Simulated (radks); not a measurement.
## Mo (charge +0.375): atomic calculation

System: Mo with charge +0.375 in the configuration [Ar] 3d10 4s2 4p5.625 4d5 5s1 (4p: 3 up, 2.625 down, 4d: 5 up, 0 down, 5s: 1 up, 0 down).
Method: scalar-relativistic Kohn-Sham, r2SCAN, spin-polarised, spherical densities, finite nucleus (the in-house radial solver radks).

The input:
```
Z 42
configuration [Ar] 3d10 4s2 4p3 4p2.625 4d5 5s1
relativity scalar-relativistic
functional r2scan,r2scan
spin polarised
nucleus finite rms 4.4091 fm
c 137.035999084
```

Energies in input and log are in hartree, lengths in bohr (the nuclear radius in fm).

Log:
```
1s      1   1.0000        -730.20296227
2s      1   1.0000        -103.70537803
2p      1   3.0000         -92.62990519
3s      1   1.0000         -17.96253628
3p      1   3.0000         -14.29960692
3d      1   5.0000          -8.36121587
4s      1   1.0000          -2.62199167
4p      1   3.0000          -1.64830497
4d      1   5.0000          -0.31327939
5s      1   1.0000          -0.27235493
1s      2   1.0000        -730.20003070
2s      2   1.0000        -103.67649329
2p      2   3.0000         -92.60698800
3s      2   1.0000         -17.95046624
3p      2   3.0000         -14.28396642
3d      2   5.0000          -8.33408821
4s      2   1.0000          -2.46764662
4p      2   2.6250          -1.47716646
4d      2   0.0000          -0.10959399
5s      2   0.0000          -0.10803541
Etot -4048.8329139034704
Ekin 4174.776503947312
Encl -9752.090775978959
Eh 1652.523779446718
Exc -124.04242131854207
err 2.6500666899833917e-06
it 12
```

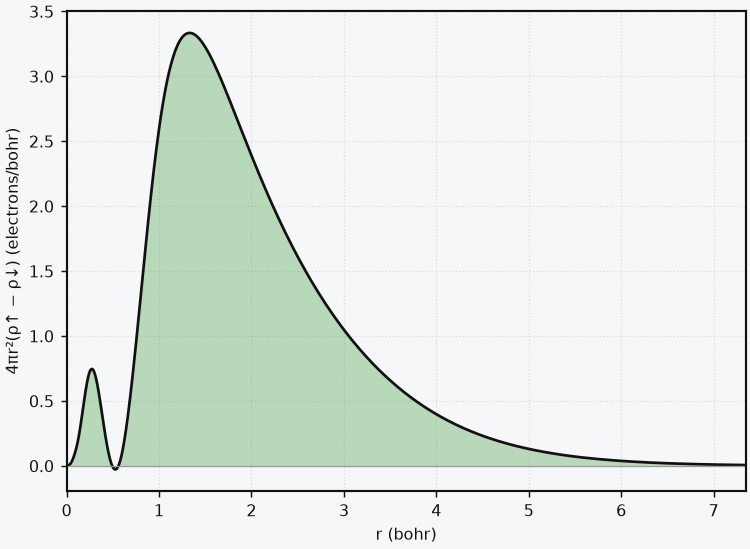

*The radial spin density.*

The curve integrates to 6.375 unpaired electrons, held by 4p (+0.375), 4d (+5) and 5s (+1). Its largest value, 3.33 electrons/bohr, lies near r = 1.3 bohr. Regions of the opposite sign are negligible.

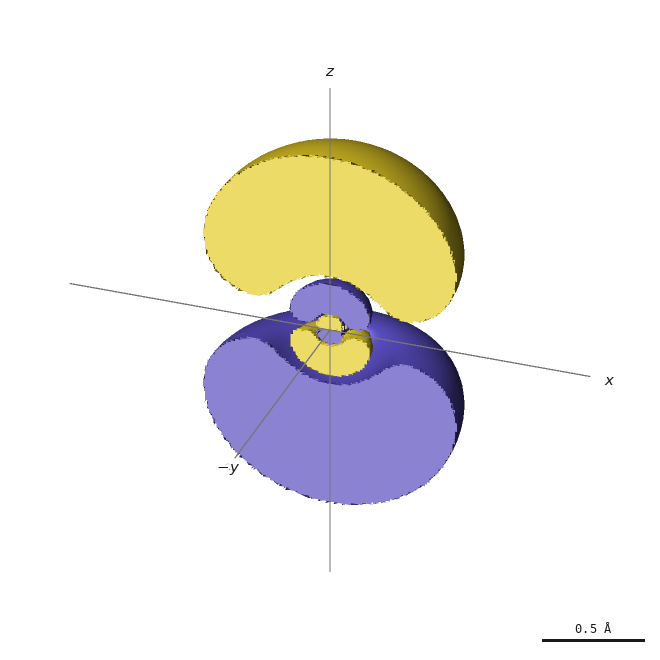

*One occupied orbital of up spin is shown. The surface of constant |ψ| that holds about 80 % of the electron is drawn, yellow where ψ is positive and blue where it is negative, with the half in front of the xz plane cut away and the cut face painted. The radial function comes from the spherical calculation and is multiplied by a real spherical harmonic; the overall sign is chosen so that the largest lobe of P(r) is positive; at the scalar-relativistic level it is the large component.*

It is 4p(z) of up spin. It has the nodal plane xy and 2 radial nodes, at r = 0.160 and 0.524 bohr. The outermost maximum of P² lies at 1.08 bohr, ⟨r⟩ = 1.24 bohr, 90 % of the charge lies within 1.84 bohr, and the eigenvalue is −44.9 eV, with 3 electrons in the shell for this spin.

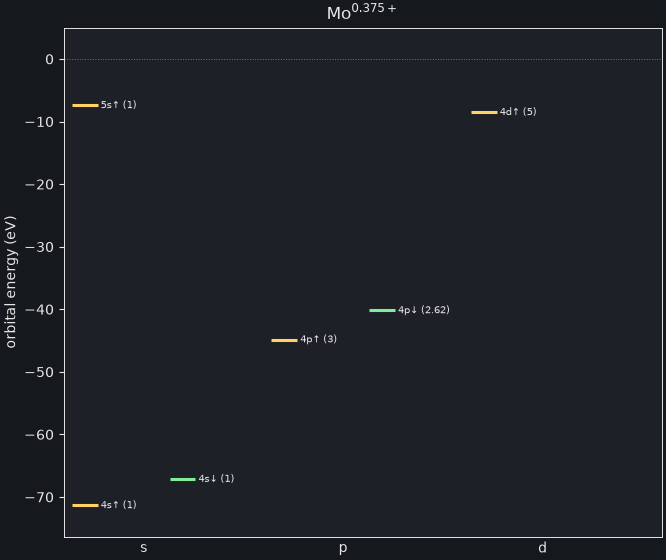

*The outer levels are drawn by angular momentum (occupations in brackets, up spins at the left of each column and down spins at the right).*

The highest occupied level is 5s up at −7.41 eV. From the top down the occupied levels run 5s up (−7.41 eV), 4d up (−8.52 eV), 4p down (−40.2 eV), 4p up (−44.9 eV), 4s down (−67.1 eV), 4s up (−71.3 eV). The largest exchange splitting (down less up) among the shells drawn in both spins is that of 4p, 4.66 eV.

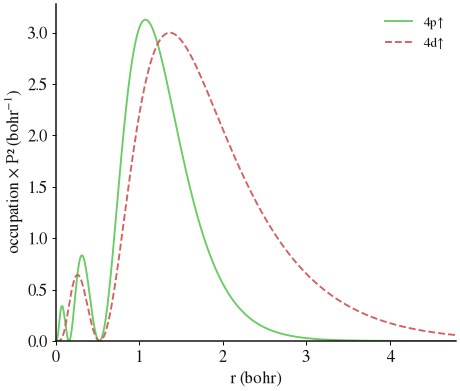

*The radial probability densities P² of 4d up and 4p up, each times its occupation.*

4p up: outer maximum at 1.08 bohr, ⟨r⟩ = 1.24 bohr, 2 nodes, eigenvalue −44.9 eV; 4d up: outer maximum at 1.37 bohr, ⟨r⟩ = 1.84 bohr, 1 node, eigenvalue −8.52 eV.

Summary:

```
                       quantity                      value
                        outcome                  converged
                   total energy         −4048.8329 hartree
                 kinetic energy          4174.7765 hartree
        electron–nucleus energy         −9752.0908 hartree
                 Hartree energy          1652.5238 hartree
    exchange–correlation energy        −124.042421 hartree
radius at density 0.001 e/bohr³                  4.44 bohr
                 SCF iterations                         12
                       hardware  1 CPU thread, shared host
```
